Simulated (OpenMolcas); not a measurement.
# SiHCl2OF (SMILES O[Si](F)(Cl)Cl): levels of theory compared

We compute a comparison of 6 runs (HF/STO-3G, B2PLYP/def2-SVP, BLYP/def2-SVP, B3LYP/6-31G*, MP2/def2-SVP, CCSD(T)/def2-SVP) of SiHCl2OF. 

The calculation is run with OpenMolcas 26.06.

1 further run of the same task is left out (set aside as unsound or not needed).

## 1. Starting point

SiHCl2OF: 6 atoms, total charge 0, spin state singlet. SMILES: `O[Si](F)(Cl)Cl`. Geometry: relaxed at PBE0-D4/def2-TZVP. This is one conformer, not always the lowest.

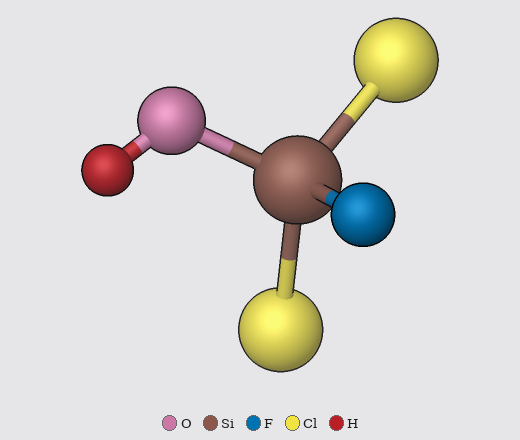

The structure, seen from a chosen angle (oxygen pink, silicon brown, fluorine blue, chlorine yellow, hydrogen red).

## 2. Energy and forces at HF/STO-3G (run 1)

run.input

```
* Cl2FHOSi Hartree-Fock
>>> EXPORT MOLCAS_PRINT=2

&GATEWAY
  BASLIB=$CurrDir
  COORD
  6
  angstrom
  O       -0.507700       0.453700       1.122500
  Si       0.219500       0.013400      -0.247400
  F        1.583200      -0.726700       0.044400
  Cl      -0.921300      -1.272900      -1.319600
  Cl       0.618000       1.683900      -1.294500
  H       -0.949600      -0.215500       1.648500
  BASIS=STO-3G
  GROUP=NoSym

&SEWARD

&SCF
  THRESHOLDS=1e-10 1e-07 1e-07 1e-05
  PRORBITALS=1 1

&ALASKA
```

The basis set STO-3G is read from a file made from the Basis Set Exchange's data (not shown).

Launch:

```sh
$ export MOLCAS_MEM=1860
$ pymolcas run.input > run.log
```

The program printed:

```text
--- Start Module: gateway ---
[...]
--- Stop Module: gateway /rc=_RC_ALL_IS_WELL_ ---
[...]
      Basis functions           38
[...]
--- Start Module: scf ---
[...]
       Convergence after  11 Iterations
[...]
::    Total SCF energy                              -1367.3738633851
[...]
      Total spin, S                                     0.0000000000
[...]
      Total electronic charge=   66.000000
      Total            charge=   -0.000000
[...]
      Dipole Moment (debye):
      Origin of the operator (angstrom)=    0.1235    0.0596   -0.5815
                   X= -1.7530E-01               Y= -1.1782E+00               Z=  2.4893E+00           Total=  2.7596E+00
      Quadrupole Moment (debye*angstrom):
[...]
--- Stop Module: scf /rc=_RC_ALL_IS_WELL_ ---
--- Start Module: alaska ---
[...]
 *              Molecular gradients               *
 **************************************************
  Irreducible representation: a
 ------------------------------------------------------------------------------------------
                              X                       Y                       Z
 ------------------------------------------------------------------------------------------
  O1               -4.84006485423460E-03   -3.14253794993462E-02   -1.61174594972735E-03
  SI2              -6.73150798505362E-03    1.50018820865543E-02   -2.14257903444799E-02
  F3               -9.48320029385030E-03    4.40534515709246E-03   -2.77440535663676E-03
  CL4               1.72265309200981E-02    1.72034301054644E-02    1.59792572725035E-02
  CL5              -4.63871947220884E-03   -2.69549890077201E-02    1.61889222915175E-02
  H6                8.46696168530237E-03    2.17697111579214E-02   -6.35623791316720E-03
 ------------------------------------------------------------------------------------------
[...]
```

Run time: 1.5 s. Hardware: 1 thread of Intel Xeon 6975P-C (Granite Rapids), shared host; peak memory 0.37 GiB.

## 3. A single-point energy at B2PLYP/def2-SVP (run 2)

calc.inp

```
&GATEWAY
BASLIB = $CurrDir
COORD
6
angstrom
O       -0.507700       0.453700       1.122500
Si       0.219500       0.013400      -0.247400
F        1.583200      -0.726700       0.044400
Cl      -0.921300      -1.272900      -1.319600
Cl       0.618000       1.683900      -1.294500
H       -0.949600      -0.215500       1.648500
BASIS = def2-SVP
GROUP = NoSym
&SEWARD
GRIDINPUT
Grid=UltraFine
End of Grid
&SCF
KSDFT = B2PLYP_SCF
THRESHOLDS = 1e-10 1e-07 1e-07 1e-05
PRORBITALS = 1 2
&MBPT2
FROZEN = 17
```

The basis set def2-SVP is read from a file made from the Basis Set Exchange's data (not shown).

Launch:

```sh
$ export MOLCAS_MEM=1860
$ pymolcas calc.inp > calc.log
```

The program printed:

```text
--- Start Module: gateway ---
[...]
--- Stop Module: gateway /rc=_RC_ALL_IS_WELL_ ---
[...]
      Basis functions           87
[...]
--- Start Module: scf ---
[...]
       Convergence after  13 Iterations
[...]
::    Total KS-DFT energy                           -1384.4644491386
[...]
      Total spin, S                                     0.0000000000
[...]
      Total electronic charge=   66.000000
      Total            charge=   -0.000000
[...]
      Dipole Moment (debye):
      Origin of the operator (angstrom)=    0.1235    0.0596   -0.5815
                   X= -1.2755E+00               Y= -8.2749E-01               Z=  1.1957E+00           Total=  1.9342E+00
      Quadrupole Moment (debye*angstrom):
[...]
--- Stop Module: scf /rc=_RC_ALL_IS_WELL_ ---
[...]
--- Start Module: mbpt2 ---
[...]
 ###    WARNING: MP2 implementation intended for RHF references only         ###
 ###############################################################################
MBPT2 WARNING: Reference function according to RunFile:KS-DFT
I'll assume you know what you're doing and continue
WARNING!
Default frozen orbitals as non valence orbitals is overwritten by user input.
Default values:  14
[...]
       Reference weight ( Cref**2 )         =        0.75960
::    Total MBPT2 energy                            -1385.3357549245
[...]
      Total MBPT2 calculations                           0.19      0.23
--- Stop Module: mbpt2 /rc=_RC_ALL_IS_WELL_ ---
[...]
```

Wall time 11 s (1 thread of Intel Xeon 6975P-C (Granite Rapids), shared host); peak memory 0.48 GiB.

Runs 3 to 5 aren't shown in full; the table further down has their settings and results.

## 4. A single-point energy at CCSD(T)/def2-SVP (run 6)

mol.inp

```
* Cl2FHOSi CCSD(T)
>>> EXPORT MOLCAS_PRINT=2
&GATEWAY
BASLIB=$CurrDir
COORD
6
angstrom
O       -0.507700       0.453700       1.122500
Si       0.219500       0.013400      -0.247400
F        1.583200      -0.726700       0.044400
Cl      -0.921300      -1.272900      -1.319600
Cl       0.618000       1.683900      -1.294500
H       -0.949600      -0.215500       1.648500
BASIS=def2-SVP
GROUP=NoSym
&SEWARD
&SCF
THRESHOLDS=1e-10 1e-07 1e-07 1e-05
PRORBITALS=1 1
&RASSCF
FILEORB=$Project.ScfOrb
SPIN=1
NACTEL=0 0 0
INACTIVE=33
RAS2=0
OUTORBITALS=Canonical
ORBLISTING=NoCore
&MOTRA
JOBIPH
FROZEN=17
&CCSDT
CCT
TRIPLES=2
ITERATIONS=80
ACCURACY=1e-08
EXTRAPOLATION=5 4
```

The basis set def2-SVP is read from a file made from the Basis Set Exchange's data (not shown).

Launch:

```sh
$ export MOLCAS_MEM=1860
$ pymolcas mol.inp > mol.log
```

The program printed:

```text
--- Start Module: gateway ---
[...]
--- Stop Module: gateway /rc=_RC_ALL_IS_WELL_ ---
[...]
      Basis functions           87
[...]
       Convergence after  12 Iterations
[...]
::    Total SCF energy                              -1382.5147859982
[...]
      Total spin, S                                     0.0000000000
[...]
      Number of active orbitals                  0
[...]
      Spin quantum number                      0.0
[...]
      Active orbitals                            0
[...]
      Number of CSFs                             1
[...]
      Number of root(s) required                 1
[...]
      Convergence after  4 iterations
[...]
      Natural orbitals and occupation numbers for root  1
      ************************************************************************************************************************
      *                                                    Final results                                                     *
      ************************************************************************************************************************
[...]
::    RASSCF root number  1 Total energy:  -1382.51478600
[...]
      Total electronic charge=   66.000000
      Total            charge=   -0.000000
[...]
      Dipole Moment (debye):
      Origin of the operator (angstrom)=    0.1235    0.0596   -0.5815
                   X= -1.3383E+00               Y= -8.8600E-01               Z=  1.2262E+00           Total=  2.0198E+00
      Quadrupole Moment (debye*angstrom):
[...]
--- Start Module: motra ---
[...]
--- Stop Module: motra /rc=_RC_ALL_IS_WELL_ ---
--- Start Module: ccsdt ---
[...]
      Convergence after                    15  Iterations
      Total energy (diff) :   -1383.26703521      -0.00000000
[...]
 METHOD                       : CCSD+T(CCSD)+<T3(1)WT1> = CCSD(T)
[...]
       CCSD     =     -1383.2670352059179
[...]
```

Wall time 38 s (1 thread of Intel Xeon 6975P-C (Granite Rapids), shared host); peak memory 0.48 GiB.

## 5. The series

| run | level | task | frozen core orbitals | energy (Eh) | dipole moment (D) of the reference | HOMO energy (eV) | LUMO energy (eV) | wall time |
| --- | --- | --- | --- | --- | --- | --- | --- | --- |
| 1 | HF/STO-3G | gradient | – | -1367.373863 | 2.76 | -11.23 | 7.67 | 1.5 s |
| 2 | B2PLYP/def2-SVP | energy | 17 | -1384.699702 | 1.93 | -10.66 | 1.93 | 11 s |
| 3 | BLYP/def2-SVP | gradient | – | -1385.211506 | 1.82 | -7.61 | -0.25 | 14 s |
| 4 | B3LYP/6-31G* (Cartesian functions) | gradient | – | -1385.757354 | 2.04 | -9.23 | 0.05 | 18 s |
| 5 | MP2/def2-SVP | energy | 17 | -1383.236277 | 2.02 | -12.92 | 4.14 | 4.5 s |
| 6 | CCSD(T)/def2-SVP | energy | 17 | -1383.281426 | 2.02 | -12.92 | 4.14 | 38 s |

## 6. Summary of results

```
                                           quantity           value
                                run 6: total energy  -1383.28143 Eh
          run 6: dipole moment (mean-field density)          2.02 D
         run 6: HOMO energy (Hartree–Fock orbitals)       -12.92 eV
         run 6: LUMO energy (Hartree–Fock orbitals)         4.14 eV
       run 6: HOMO–LUMO gap (Hartree–Fock orbitals)        17.06 eV
run 6: correlation energy (17 core orbitals frozen)      -766.6 mEh
                              run 6: (T) correction      -14.39 mEh
```

Over runs 1, 2, 3, 4 the dipole moment (its size) runs from 1.82 D (BLYP/def2-SVP) to 2.76 D (HF/STO-3G). The two ends differ in method and basis. Over runs 1, 2, 3, 4 the HOMO–LUMO gap runs from 7.36 eV (BLYP/def2-SVP) to 18.89 eV (HF/STO-3G). For B2PLYP the log adds the whole second-order term; the table takes 0.27 of it, as the functional is defined. Totals of different functionals can't be ranked against each other. In run 1 the basis is minimal, so the values are rough. All runs together took 89 s, the longest 38 s.
